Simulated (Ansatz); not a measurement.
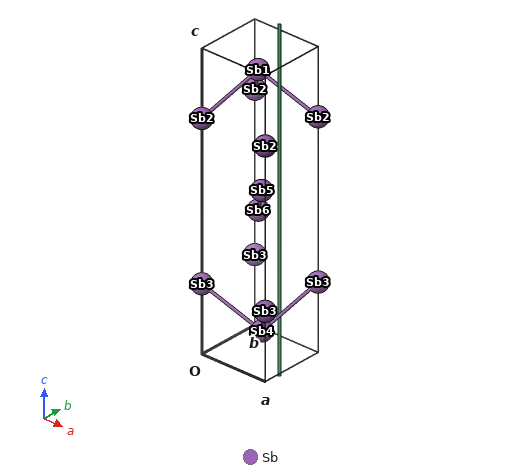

For Sb, coordinates from a relaxation at fixed volume with DFT r2SCAN, scalar-relativistic, plane waves, PAW (Ansatz): the coloured rod is the axis of a symmetry operation of the crystal. The drawing is computed from the coordinates (standard cell, symmetry found to 0.002 Å).

a = 4.351 Å, b = 4.351 Å, c = 11.901 Å, α = 90.00°, β = 90.00°, γ = 120.00°.

| atom | x | y | z |
| --- | --- | --- | --- |
| Sb1 | 0.3333 | 0.6667 | 0.8964 |
| Sb2 | 0.0000 | 0.0000 | 0.7703 |
| Sb3 | 0.0000 | 0.0000 | 0.2297 |
| Sb4 | 0.6667 | 0.3333 | 0.1036 |
| Sb5 | 0.6667 | 0.3333 | 0.5631 |
| Sb6 | 0.3333 | 0.6667 | 0.4369 |

Take the operation x, y, z → −x+y+2/3, −x+4/3, z+1/3.

Q: What kind of operation is it, and where does it lie?

A: It is a 3₂ screw rotation with translation (0, 0, 1/3), about the line along [0 0 1] through (2/3, 2/3, 1/2).

Q: Onto which atom does it carry each atom (up to whole multiples of a, b and c)?

A: Sb1 → Sb3, Sb2 → Sb4, Sb3 → Sb5, Sb4 → Sb6, Sb5 → Sb1, Sb6 → Sb2.

Q: What is the crystal's space group?

A: No. 166, R-3m, hexagonal axes.
